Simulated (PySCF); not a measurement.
| atom | x (Å) | y (Å) | z (Å) |
| --- | --- | --- | --- |
| F | -2.1349 | -0.5181 | -0.8716 |
| C | -1.5465 | 0.0181 | 0.2036 |
| F | -2.3510 | 0.9745 | 0.6694 |
| F | -1.4683 | -0.9357 | 1.1330 |
| C | -0.1908 | 0.5730 | -0.1557 |
| C | 0.7359 | 0.9412 | 0.9707 |
| C | 1.7102 | 0.0758 | 0.7019 |
| C | 0.9206 | -0.4720 | -0.4776 |
| H | -0.3329 | 1.3464 | -0.9259 |
| H | 2.6865 | -0.1711 | 1.1188 |
| H | 1.3847 | -0.3206 | -1.4655 |
| H | 0.5894 | -1.5171 | -0.3706 |

Geometry: PBE0-D3(BJ)/def2-SVP.

Theory: UKS B3LYP, IGLO-III on C F, pcH-1 on H, non-relativistic, mean-field spin-orbit, GIAO (PySCF 2.14.0, density-fitted response routines).

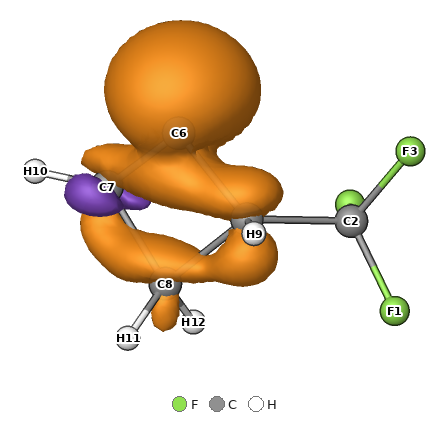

C$_{5}$H$_{4}$F$_{3}$ (SMILES FC(F)(F)[C@H]1[C]=CC1) (doublet). Isosurfaces of the spin density at +0.03 (orange) and −0.03 e/Å³ (purple), seen at a tilt.

Question: Which atoms carry the spin?

Answer: The unpaired spin (1 electron) lies mostly on C6 (about 0.8) and C5 (about 0.1), in electrons by Hirshfeld's partition.
